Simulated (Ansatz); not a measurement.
MgAgC6N6, 56 atoms, a = 10.91 Å, b = 10.91 Å, c = 10.91 Å, α = 90.00°, β = 90.00°, γ = 90.00°.

Space group Fm-3m; a structure generated by program, which may or may not match a known phase; spin-polarised.

Level of theory: Ansatz, DFT PBE, scalar-relativistic, plane waves, PAW.

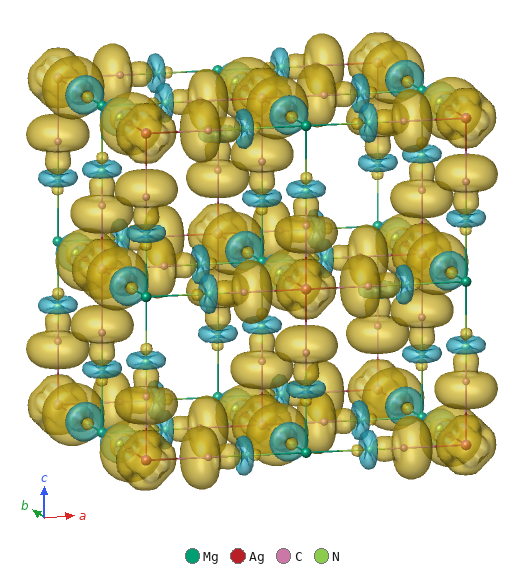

MgAgC6N6. Isosurfaces of the magnetisation density (up minus down) at +0.008 (yellow) and −0.008 e/Å³ (cyan), seen slightly off an axis. Sticks mark near contacts.

The density is the valence pseudo-density of a PAW calculation; it isn't the true density close to the nuclei.

### Where is the spin, and how is it ordered?

The spin density sits on Ag: +0.3 μB (×4) in one cell of 56 atoms: parallel main moments (a ferromagnetic arrangement) in this solution. The cell of the calculation (14 atoms) carries 1.0 μB of net spin moment.
